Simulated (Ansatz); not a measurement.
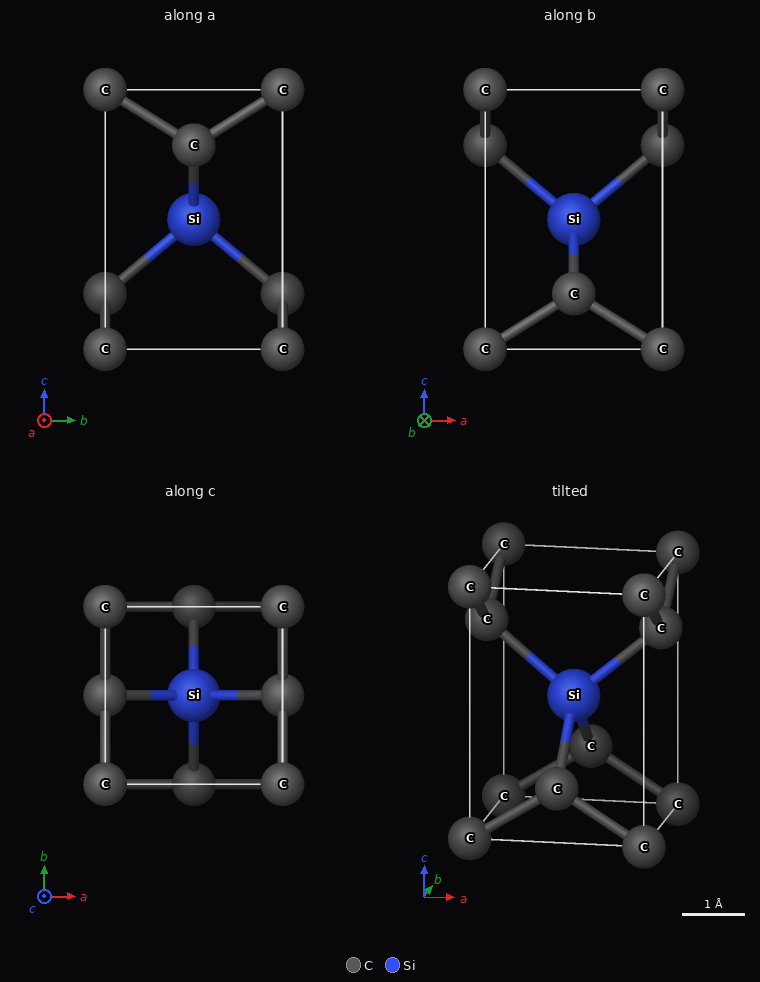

Ball-and-stick representation of a periodic structure, projected along the a axis, along the b axis, along the c axis and slightly off an axis. One conventional unit cell is framed, with atoms on its boundary repeated.

Lattice parameters: a = 2.887 Å, b = 2.887 Å, c = 4.222 Å, α = 90.00°, β = 90.00°, γ = 90.00°. Put a along x and b in the xy plane.

**Give the atomic positions as a POSCAR file, with free fractional coordinates to two decimals.**

```
C Si
1.0
     2.887    0.000    0.000
     0.000    2.887    0.000
     0.000    0.000    4.222
C Si
3 1
Direct
  0.00 0.50 0.79
  0.00 0.00 0.00
  0.50 0.00 0.21
  0.50 0.50 0.50
```

Starting structure: a structure type filled with these elements by a generator (whether the compound takes this form wasn't checked). Earlier steps of the study may have refined or changed the cell and positions. A calculation with Ansatz used it as input.
